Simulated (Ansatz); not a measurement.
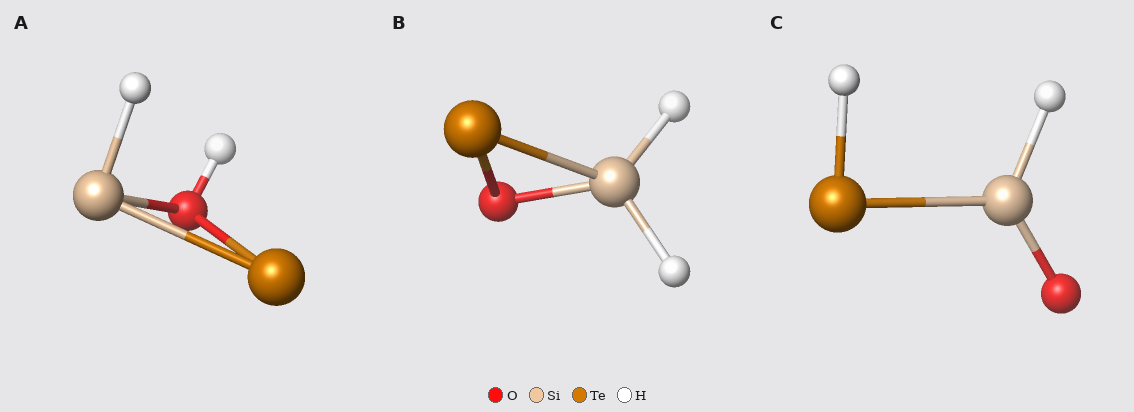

3 stationary structures of one formula. Geometries: PBE0-D4/def2-TZVP. Electronic energies: ωB97M-V/def2-TZVPP (Ansatz 0.2.0), without zero-point energy. No frequency run is at hand to confirm each as a minimum.

Question: Which structure is the most stable?

Answer: C is lowest (Cs); B lies 0.421 eV above it (Cs), A lies 1.412 eV above it (C1).
